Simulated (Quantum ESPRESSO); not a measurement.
## NiSO4: spin-resolved density of states

Wanted: the exchange-split electronic structure of NiSO4.

Main program and level: Quantum ESPRESSO 7.5; LDA with U = 6 eV on Ni d (ortho-atomic projectors); plane waves with GBRV 1.5 LDA potentials, no spin-orbit coupling.

### 1. Starting point

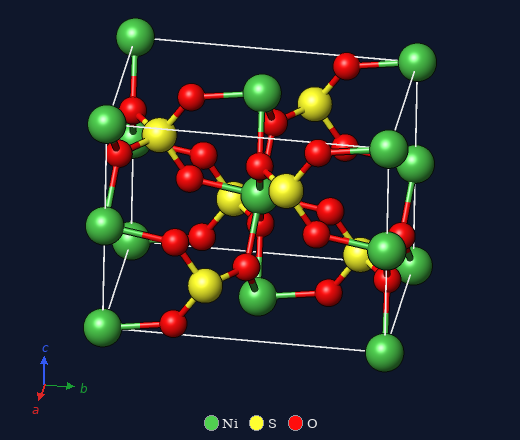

The starting structure, seen slightly off an axis (nickel green, sulfur yellow, oxygen red). This picture shows the conventional cell, with its axes. Some periodic images of atoms are drawn too.

Coordinates:

```cif
data_structure
_symmetry_space_group_name_H-M 'Cmcm'
_symmetry_Int_Tables_number 63
_cell_length_a 5.1550
_cell_length_b 7.8420
_cell_length_c 6.3380
_cell_angle_alpha 90.000
_cell_angle_beta 90.000
_cell_angle_gamma 90.000
_cell_volume 256.22
loop_
_atom_site_label
_atom_site_type_symbol
_atom_site_symmetry_multiplicity
_atom_site_Wyckoff_symbol
_atom_site_fract_x
_atom_site_fract_y
_atom_site_fract_z
_atom_site_occupancy
Ni1 Ni 4 a 0.00000 0.00000 0.00000 1
S1 S 4 c 0.50000 0.86000 0.25000 1
O1 O 8 f 0.50000 0.75000 0.05000 1
O2 O 8 g 0.75000 0.98000 0.25000 1
```

The cell comes from the Crystallography Open Database.

### 2. The magnetic state

This state came out lowest in a comparison of starts that is told elsewhere.

Contents of pw.in:

```
&CONTROL
  calculation = 'scf'
  prefix = 'pwscf'
  outdir = './tmp'
  pseudo_dir = './pseudo'
  disk_io = 'low'
/
&SYSTEM
  ibrav = 0
  celldm(1) = 8
  nat = 12
  ntyp = 4
  ecutwfc = 40
  ecutrho = 280
  nbnd = 67
  occupations = 'smearing'
  smearing = 'fd'
  degauss = 0.00367493
  nspin = 2
  starting_magnetization(1) = 0.1111
  starting_magnetization(2) = -0.1111
  starting_magnetization(3) = 0
  starting_magnetization(4) = 0
/
&ELECTRONS
  conv_thr = 2.4d-08
  electron_maxstep = 150
  mixing_beta = 0.3
/
ATOMIC_SPECIES
Ni1    58.6934 ni_lda_v1.4.uspp.F.UPF
Ni2    58.6934 ni_lda_v1.4.uspp.F.UPF
S      32.0600 s_lda_v1.4.uspp.F.UPF
O      15.9990 o_lda_v1.2.uspp.F.UPF
CELL_PARAMETERS alat
   0.6088461357779   -0.9262020168322    0.0000000000000
   0.6088461357779    0.9262020168322    0.0000000000000
   0.0000000000000    0.0000000000000    1.4971355222348
ATOMIC_POSITIONS crystal
Ni1     0.0000000000    0.0000000000    0.0000000000
Ni2     0.0000000000    0.0000000000    0.5000000000
S       0.6400000000    0.3600000000    0.2500000000
S       0.3600000000    0.6400000000    0.7500000000
O       0.7500000000    0.2500000000    0.0500000000
O       0.2500000000    0.7500000000    0.5500000000
O       0.2500000000    0.7500000000    0.9500000000
O       0.7500000000    0.2500000000    0.4500000000
O       0.7700000000    0.7300000000    0.2500000000
O       0.2300000000    0.2700000000    0.7500000000
O       0.7300000000    0.7700000000    0.7500000000
O       0.2700000000    0.2300000000    0.2500000000
K_POINTS automatic
6 6 6 0 0 0
HUBBARD {ortho-atomic}
U Ni1-3d 6.0000
U Ni2-3d 6.0000
```

Command:

```
$ OMP_NUM_THREADS=1 mpirun -n 4 pw.x -nk 4 -in pw.in > pw.out
```

What it wrote:

```text
Program PWSCF v.7.5 starts

     Message from routine setup:
     using ibrav=0 with symmetry is DISCOURAGED, use correct ibrav instead

     K-points division:     npool     =       4
     Subspace diagonalization in iterative solution of the eigenvalue problem:

     bravais-lattice index     =            0
     lattice parameter (alat)  =       8.0000  a.u.
     unit-cell volume          =     864.5186 (a.u.)^3
     number of atoms/cell      =           12
     number of atomic types    =            4
     number of electrons       =        96.00
     number of Kohn-Sham states=           67
     kinetic-energy cutoff     =      40.0000  Ry
     charge density cutoff     =     280.0000  Ry
     scf convergence threshold =      2.4E-08
     mixing beta               =       0.3000
     number of iterations used =            8  plain     mixing
     Exchange-correlation= SLA  PZ   NOGX NOGC
                           (   1   1   0   0   0   0   0)
     Hubbard projectors: ortho-atomic
     Hubbard parameters of DFT+U (Dudarev formulation) in eV:
     U(Ni1-3d) =  6.0000
     U(Ni2-3d) =  6.0000

     Internal variables: lda_plus_u =T, lda_plus_u_kind = 0

     Internal variables: orbital_resolved =F, hub_pot_fix =F, apply_U = F

     celldm(1)=   8.000000  celldm(2)=   0.000000  celldm(3)=   0.000000
     celldm(4)=   0.000000  celldm(5)=   0.000000  celldm(6)=   0.000000

     crystal axes: (cart. coord. in units of alat)
               a(1) = (   0.608846  -0.926202   0.000000 )
               a(2) = (   0.608846   0.926202   0.000000 )
               a(3) = (   0.000000   0.000000   1.497136 )

     reciprocal axes: (cart. coord. in units 2 pi/alat)
               b(1) = (  0.821226 -0.539839  0.000000 )
               b(2) = (  0.821226  0.539839 -0.000000 )
               b(3) = ( -0.000000  0.000000  0.667942 )

     PseudoPot. # 1 for Ni read from file:
     ni_lda_v1.4.uspp.F.UPF
     Pseudo is Ultrasoft + core correction, Zval = 18.0

     PseudoPot. # 2 for Ni read from file:
     ni_lda_v1.4.uspp.F.UPF
     Pseudo is Ultrasoft + core correction, Zval = 18.0

     PseudoPot. # 3 for S  read from file:
     s_lda_v1.4.uspp.F.UPF
     Pseudo is Ultrasoft + core correction, Zval =  6.0

     PseudoPot. # 4 for O  read from file:
     o_lda_v1.2.uspp.F.UPF
     Pseudo is Ultrasoft + core correction, Zval =  6.0

     atomic species   valence    mass     pseudopotential
     Ni1              18.00    58.69340     Ni( 1.00)
     Ni2              18.00    58.69340     Ni( 1.00)
     S                 6.00    32.06000     S ( 1.00)
     O                 6.00    15.99900     O ( 1.00)

     Starting magnetic structure
     atomic species   magnetization
     Ni1             0.111
     Ni2            -0.111
     S               0.000
     O               0.000

      4 Sym. Ops., with inversion, found

   Cartesian axes

     site n.     atom                  positions (alat units)
         1        Ni1    tau(   1) = (   0.0000000   0.0000000   0.0000000  )
         2        Ni2    tau(   2) = (   0.0000000   0.0000000   0.7485678  )
         3        S      tau(   3) = (   0.6088461  -0.2593366   0.3742839  )
         4        S      tau(   4) = (   0.6088461   0.2593366   1.1228516  )
         5        O      tau(   5) = (   0.6088461  -0.4631010   0.0748568  )
         6        O      tau(   6) = (   0.6088461   0.4631010   0.8234245  )
         7        O      tau(   7) = (   0.6088461   0.4631010   1.4222787  )
         8        O      tau(   8) = (   0.6088461  -0.4631010   0.6737110  )
         9        O      tau(   9) = (   0.9132692  -0.0370481   0.3742839  )
        10        O      tau(  10) = (   0.3044231   0.0370481   1.1228516  )
        11        O      tau(  11) = (   0.9132692   0.0370481   1.1228516  )
        12        O      tau(  12) = (   0.3044231  -0.0370481   0.3742839  )

     number of k points=    68  Fermi-Dirac smearing, width (Ry)=  0.0037
                       cart. coord. in units 2pi/alat
        k(    1) = (   0.0000000   0.0000000   0.0000000), wk =   0.0046296
        k(    2) = (   0.0000000   0.0000000   0.1113237), wk =   0.0092593
        k(    3) = (   0.0000000   0.0000000   0.2226474), wk =   0.0092593
        k(    4) = (   0.0000000   0.0000000  -0.3339711), wk =   0.0046296
        k(    5) = (   0.1368709   0.0899732   0.0000000), wk =   0.0185185
        [... 63 further k-points ...]

     Dense  grid:    68401 G-vectors     FFT dimensions: (  48,  48,  64)

     Smooth grid:    29479 G-vectors     FFT dimensions: (  36,  36,  50)

     Check: negative core charge=   -0.000007
     Generating pointlists ...
     new r_m :   0.1935 (alat units)  1.5481 (a.u.) for type    1
     new r_m :   0.1935 (alat units)  1.5481 (a.u.) for type    2
     new r_m :   0.1494 (alat units)  1.1952 (a.u.) for type    3
     new r_m :   0.1494 (alat units)  1.1952 (a.u.) for type    4

     Initial potential from superposition of free atoms

     starting charge      91.9999, renormalised to      96.0000

     STARTING HUBBARD OCCUPATIONS:

     =================== HUBBARD OCCUPATIONS ===================
     ------------------------ ATOM    1 ------------------------
     Tr[ns(  1)] (up, down, total) =   5.00000  3.00000  8.00000
     Atomic magnetic moment for atom   1 =   2.00000
     [... lines left out ...]
     ------------------------ ATOM    2 ------------------------
     Tr[ns(  2)] (up, down, total) =   3.00000  5.00000  8.00000
     Atomic magnetic moment for atom   2 =  -2.00000
     [... lines left out ...]
     Number of occupied Hubbard levels =   16.0000

     Atomic wfc used for Hubbard projectors are orthogonalized

     Starting wfcs are   66 randomized atomic wfcs +    1 random wfcs

     Self-consistent Calculation

     iteration #  1     ecut=    40.00 Ry     beta= 0.30
     Davidson diagonalization with overlap
     ethr =  1.00E-02,  avg # of iterations =  6.5

     =================== HUBBARD OCCUPATIONS ===================
     ------------------------ ATOM    1 ------------------------
     Tr[ns(  1)] (up, down, total) =   4.74365  2.51091  7.25456
     Atomic magnetic moment for atom   1 =   2.23275
     [... lines left out ...]
     ------------------------ ATOM    2 ------------------------
     Tr[ns(  2)] (up, down, total) =   2.51097  4.74365  7.25462
     Atomic magnetic moment for atom   2 =  -2.23268
     [... lines left out ...]
     Number of occupied Hubbard levels =   14.5092

     total energy              =    -990.05904564 Ry
     estimated scf accuracy    <       9.99438549 Ry

     total magnetization       =     0.00 Bohr mag/cell
     absolute magnetization    =     4.82 Bohr mag/cell

     iteration #  2     ecut=    40.00 Ry     beta= 0.30
     Davidson diagonalization with overlap
     ethr =  1.00E-02,  avg # of iterations =  2.1

     total energy              =    -992.20411956 Ry
     estimated scf accuracy    <       1.48677498 Ry

     total magnetization       =     0.00 Bohr mag/cell
     absolute magnetization    =     3.44 Bohr mag/cell

     [... further iterations left out ...]

     iteration # 17     ecut=    40.00 Ry     beta= 0.30
     Davidson diagonalization with overlap
     ethr =  8.40E-11,  avg # of iterations =  2.1

     total energy              =    -992.43962731 Ry
     estimated scf accuracy    <       0.00000003 Ry

     total magnetization       =     0.00 Bohr mag/cell
     absolute magnetization    =     3.84 Bohr mag/cell

     iteration # 18     ecut=    40.00 Ry     beta= 0.30
     Davidson diagonalization with overlap
     ethr =  3.03E-11,  avg # of iterations =  2.0

     Magnetic moment per site  (integrated on atomic sphere of radius R)
     atom   1 (R=0.194)  charge= 15.3627  magn=  1.6873
     atom   2 (R=0.194)  charge= 15.3627  magn= -1.6873
     atom   3 (R=0.149)  charge=  1.3732  magn= -0.0000
     atom   4 (R=0.149)  charge=  1.3732  magn= -0.0000
     atom   5 (R=0.149)  charge=  4.1928  magn=  0.0142
     atom   6 (R=0.149)  charge=  4.1928  magn= -0.0142
     atom   7 (R=0.149)  charge=  4.1928  magn=  0.0142
     atom   8 (R=0.149)  charge=  4.1928  magn= -0.0142
     atom   9 (R=0.149)  charge=  4.1751  magn=  0.0000
     atom  10 (R=0.149)  charge=  4.1751  magn=  0.0000
     atom  11 (R=0.149)  charge=  4.1751  magn=  0.0000
     atom  12 (R=0.149)  charge=  4.1751  magn=  0.0000

     End of self-consistent calculation

     =================== HUBBARD OCCUPATIONS ===================
     ------------------------ ATOM    1 ------------------------
     Tr[ns(  1)] (up, down, total) =   4.96901  3.24057  8.20958
     Atomic magnetic moment for atom   1 =   1.72844
     [... lines left out ...]
     ------------------------ ATOM    2 ------------------------
     Tr[ns(  2)] (up, down, total) =   3.24057  4.96901  8.20958
     Atomic magnetic moment for atom   2 =  -1.72845
     [... lines left out ...]
     Number of occupied Hubbard levels =   16.4192

     Number of k-points >= 100: set verbosity='high' to print the bands.

     the Fermi energy is     7.3349 ev

!    total energy              =    -992.43962739 Ry
     estimated scf accuracy    <          5.0E-09 Ry
     smearing contrib. (-TS)   =      -0.00000000 Ry
     internal energy E=F+TS    =    -992.43962739 Ry

     The total energy is F=E-TS. E is the sum of the following terms:
     one-electron contribution =    -700.59310405 Ry
     hartree contribution      =     397.05622640 Ry
     xc contribution           =    -144.52945564 Ry
     ewald contribution        =    -544.50167412 Ry
     Hubbard energy            =       0.12838002 Ry

     total magnetization       =     0.00 Bohr mag/cell
     absolute magnetization    =     3.84 Bohr mag/cell

     convergence has been achieved in  18 iterations

=------------------------------------------------------------------------------=
   JOB DONE.
=------------------------------------------------------------------------------=
```

Elapsed: 2.7 min, on 4 MPI ranks of AMD EPYC 9R14 (Zen 4), shared host; peak memory 1.3 GiB.

Spin moment in the atom's sphere by atom:

| atom | spin moment in the atom's sphere (μB) |
| --- | --- |
| Ni1 | 1.69 |
| Ni2 | -1.69 |
| S3 | 0.00 |
| S4 | 0.00 |
| O5 | 0.01 |
| O6 | -0.01 |
| O7 | 0.01 |
| O8 | -0.01 |
| O9 | 0.00 |
| O10 | 0.00 |
| O11 | 0.00 |
| O12 | 0.00 |

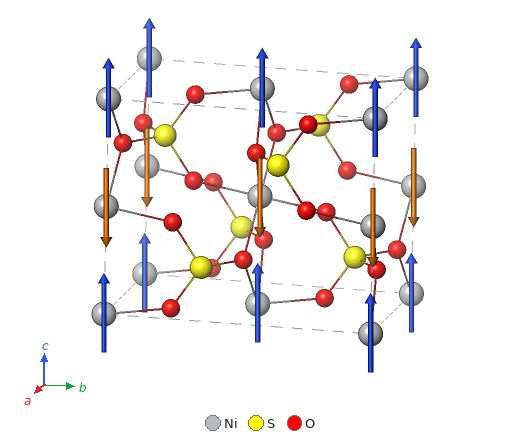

Spin moment in the atom's sphere as arrows, the longest 1.69 μB. Up and down stand for the sign. Arrows give size and sign along the axis of quantisation, drawn up and down the page. The two directions have two colours. Some periodic images of atoms are drawn too.

Read from the output:

| Item | Value |
| --- | --- |
| smearing term TS | 3.29e-12 eV |
| magnetization | 0 μB |
| absolute magnetization | 3.838 μB |
| final state | antiferromagnetic |

[end of part 1 of 2]

[Logs and program files are shortened in this print: banners, set-up blocks, solver, clock and traceback lines can be left out without a mark of their own.]

[Logs are printed without paths, hosts, clocks, repeated set-up lines and the standing remarks that a program may print on its own settings, such as how far it seeks lower states.]

[Hosts, paths, dates, database ids (printed as entryN), source tags and the programs' standing remarks are cut or masked in the printed files.]

[Where a cell is said to come from a database of computed structures, the database is the Materials Project.]
